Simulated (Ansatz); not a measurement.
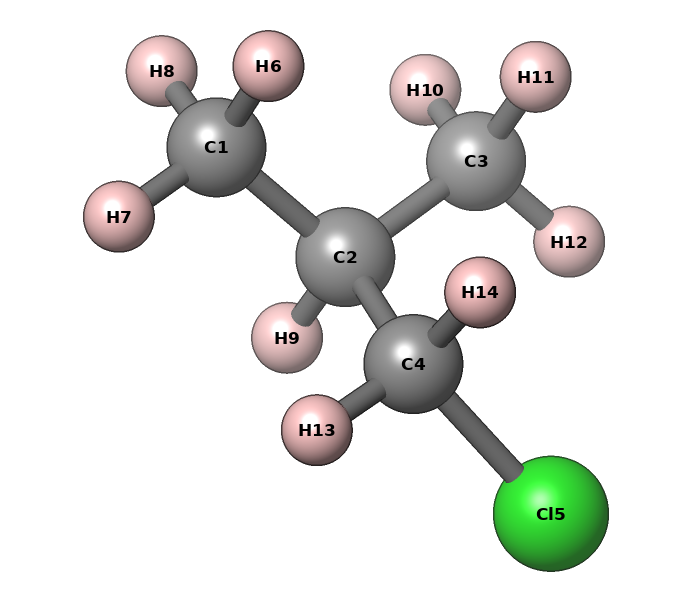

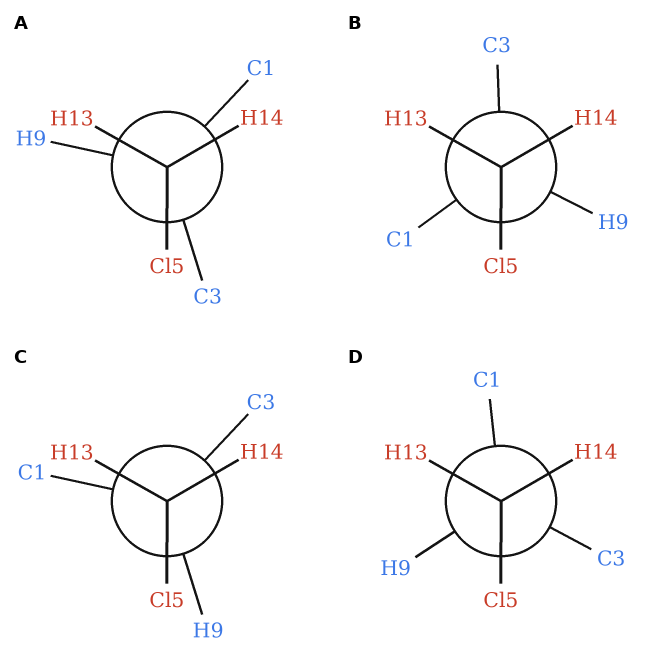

Atoms fade into the background with distance from the viewer. Bonds that would overlap in a projection are set slightly apart. Computed geometry: PBE-D4/def2-SVP optimisation. No frequency run is at hand to confirm it as a minimum.

> Which Newman projection shows the view along C4–C2, with C4 in front?

D. The torsion angle Cl5–C4–C2–C1 is 174°, antiperiplanar (anti).
